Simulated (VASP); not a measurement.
Band structure of PbO (litharge). All values below come from PBE GGA with D4 dispersion, VASP's PBE PAW potentials (set 64) (plane waves; VASP 6.6.1).

Unless said otherwise, spin-orbit coupling is left out, though it shifts the bands of the heavy elements here.

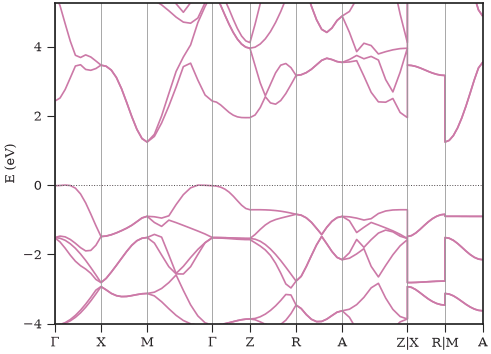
Figure. Bands along high-symmetry lines, zero at the valence-band maximum or, without a gap, the Fermi level

Problem. Read the plot: is there a gap, and where are the band edges?

Solution. The gap is indirect, 1.24 eV, from the valence maximum at Γ-X at 0.22 to the conduction minimum at M. (Edges off the drawn lines would not show.)

The compound is PbO in the litharge structure. It was relaxed first.
